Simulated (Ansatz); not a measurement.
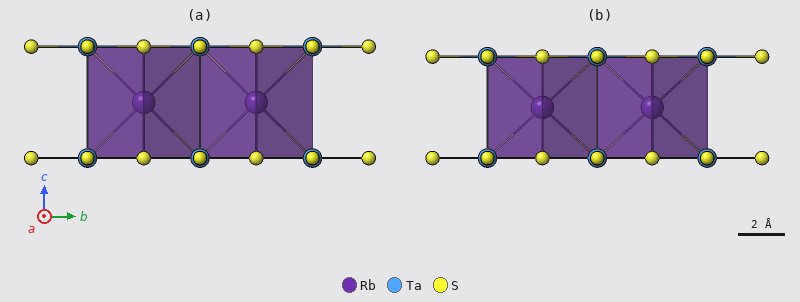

The structure of crystalline RbTaS2 (a generated structure, set up in P4/mmm) (coarse preliminary run) before (left) and after (right) a relaxation, at one scale.

A polyhedral model of the cell of the calculation, repeated 1 × 2 × 1 with one cell outlined, seen along the a axis.

Method: DFT PBE, scalar-relativistic, plane waves, PAW in Ansatz. (plane-wave cutoff 420 eV; k-point mesh 4 × 4 × 4; occupations gaussian; smearing width 0.1 eV; collinear spin; cell and atoms relaxed; force threshold 0.04 eV/Å; at most 70 steps)

> Describe what moved and what it gained.

The energy falls by 45.6 meV per atom in 4 accepted moves (5 points after the start). All forces vanish by symmetry, so only the cell relaxes. Pressure: −4.63 GPa at the start and −0.03 GPa at the end. At 1 point the geometry stayed and the basis and grid were re-selected for the new cell (energy shift of 0.2 meV per atom at most each time). The atoms keep their places relative to the cell (all moves are under 0.005 Å). The volume changes by −13.3 %, with a = b 4.950 → 4.832 Å (−2.4 %), c 4.904 → 4.464 Å (−9.0 %). Among the contacts that change: Rb–S 3.484 → 3.289 Å, S–Ta 2.475 → 2.416 Å. Bond angles that change, for instance: Rb–S–Rb 90.5° → 94.5°, Rb–S–Rb 89.5° → 85.5°. The space group stays P4/mmm (No. 123).
